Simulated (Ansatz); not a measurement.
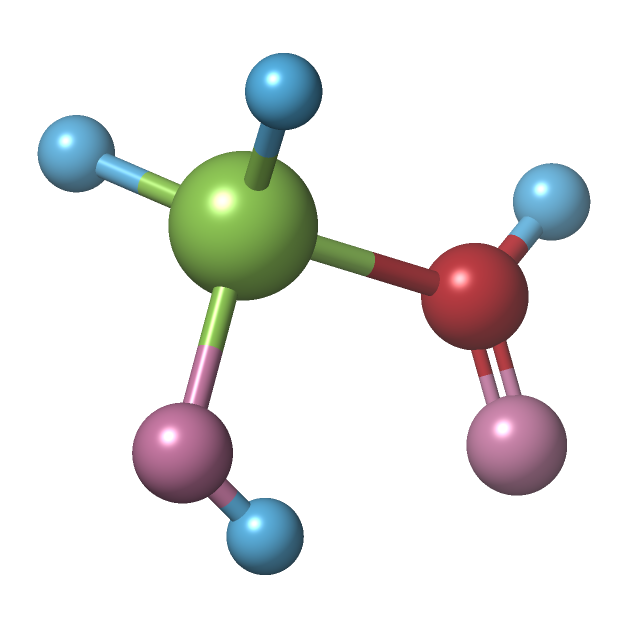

Rendered structure (ball-and-stick style). Double and triple bonds are drawn as two and three sticks. Colours: oxygen pink, carbon red, tin green, hydrogen blue.

The computed structure is the end point of a PBE0-D4/def2-TZVP optimisation.

Description:

It has 8 atoms: 1 carbon, 4 hydrogen, 2 oxygen and 1 tin (CH4O2Sn). As SMILES it reads `O=[CH][SnH2][OH]`. This geometry has Cs symmetry. Coordination: 1 C trigonal planar; 1 Sn tetrahedral; 1 O bent.

The parts below concern this one geometry. Atoms keep their numbers from picture to picture.

## Levels of theory compared

Program: Ansatz 0.2.0.

At this fixed geometry, give HOMO energy (eV), HOMO–LUMO gap (eV), dipole (D) at these levels: B3LYP-D4/def2-TZVPP; PBE-D4/def2-TZVPP; r2SCAN-D4/def2-TZVPP; ωB97M-V/def2-TZVPP.

```csv
level,HOMO energy (eV),HOMO–LUMO gap (eV),dipole (D)
B3LYP-D4/def2-TZVPP,−6.97,4.90,3.00
PBE-D4/def2-TZVPP,−5.83,2.86,2.75
r2SCAN-D4/def2-TZVPP,−6.08,3.31,2.88
ωB97M-V/def2-TZVPP,−9.35,9.84,3.05
```

## Charges

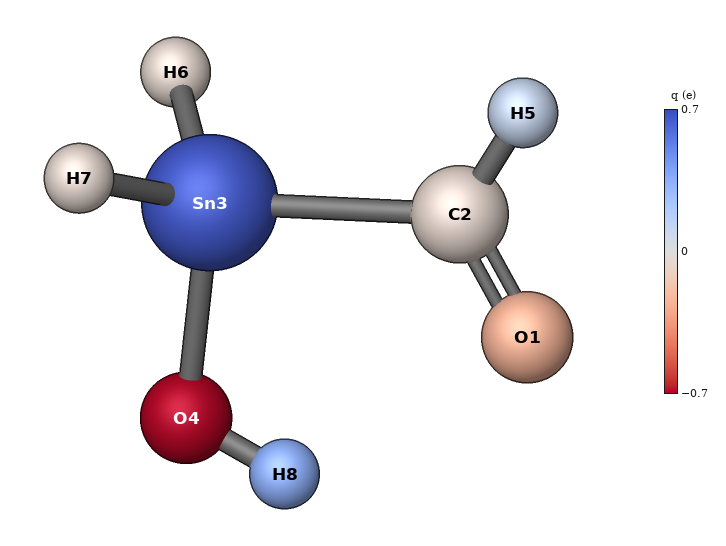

Atoms are coloured by their Mulliken charges. Method: RKS PBE0-D4/def2-TZVP, core potentials on Sn (Ansatz 0.2.0).

Which atom carries the highest charge (most positive or least negative)?

Sn3 (0.65 e).

And the lowest?

O4 (−0.69 e).

Give the Mulliken charges atom by atom.

```tsv
atom	value (e)
O1	−0.24
C2	−0.05
Sn3	0.65
O4	−0.69
H5	0.10
H6	−0.05
H7	−0.05
H8	0.32
```

## Vibrations

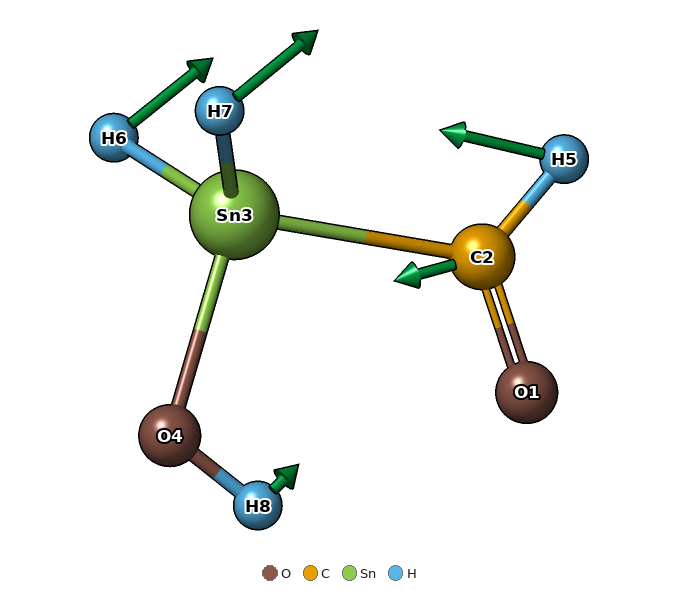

The arrows show one normal mode. Harmonic vibrations computed with RKS PBE0-D4/def2-TZVP, core potentials on Sn (Ansatz 0.2.0) at a stationary point of the same level.

Estimate its harmonic wavenumber.

526 cm⁻¹; it is mode 7 of 18 counted from the lowest.

Mulliken values depend strongly on the basis set and can even reverse the polarity of a bond.
